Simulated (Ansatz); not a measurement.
AlAs (zinc blende)

```cif
data_Al4As4
_chemical_formula_sum 'As4 Al4'
_space_group_name_H-M_alt 'F-43m'
_space_group_IT_number 216
_space_group_name_Hall 'F -4 2 3'
_cell_length_a 5.67426
_cell_length_b 5.67426
_cell_length_c 5.67426
_cell_angle_alpha 90.000
_cell_angle_beta 90.000
_cell_angle_gamma 90.000
loop_
_atom_site_label
_atom_site_type_symbol
_atom_site_symmetry_multiplicity
_atom_site_Wyckoff_symbol
_atom_site_fract_x
_atom_site_fract_y
_atom_site_fract_z
_atom_site_occupancy
As1 As 4 c 0.25000 0.25000 0.25000 1
Al1 Al 4 a 0.00000 0.00000 0.00000 1
```
(The calculation used a cell of 2 atoms; values per cell refer to that cell.)

The volume is varied about the relaxed value V₀ at fixed cell shape. Symmetry pins the atoms to their sites.

These are PBEsol (plane waves to 420 eV, PAW, scalar-relativistic; Ansatz, a program for electronic structure) values and carry that method's errors. k mesh 10×10×10 (Γ-centred), Fermi-Dirac smearing 0.05 eV. E stands for the smeared free energy. AlAs was relaxed with its symmetry unable to fall. The PAW data are Ansatz's earlier set. The zero of ΔE is the relaxed starting cell.

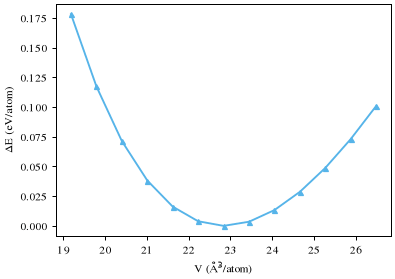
Figure: ΔE (eV/atom) against V (Å³/atom); markers are the computed points, lines only join them.

The energy cost of the largest compression is 178.2 meV/atom. The equilibrium volume of the fit comes out as 22.84 Å³/atom and the pressure at the smallest volume is 18.1 GPa. The pressure for 5 % compression (fit) is 4.1 GPa and the energy cost of the largest expansion is 101.0 meV/atom.

P = (3B₀/2)(x⁷ − x⁵)[1 + ¾(B₀′ − 4)(x² − 1)] with x = (1/0.95)^(1/3), B₀ = 71.9 GPa and B₀′ = 4.24.

(A scan under strain: stresses follow from slopes of the energy per volume, elastic moduli from its curvatures.)
